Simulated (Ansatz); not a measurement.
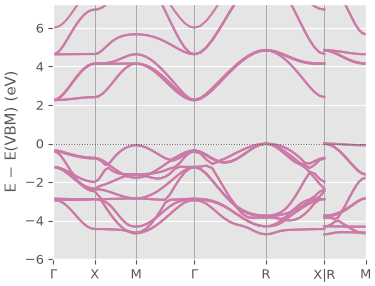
Figure. Band structure from r²SCAN with spin–orbit coupling in the plane-wave PAW code Ansatz

Question: Read off the gap and where the band edges lie.

Answer: About 2.2 eV (2.24 eV by a search for the band edges); maximum at R, minimum at Γ.

The material is SrTiO3 (cubic perovskite, Pm-3m).

The r²SCAN relaxation kept the symmetry of its start. No spin polarisation was allowed.

Potentials: the later of the program's two PAW sets.
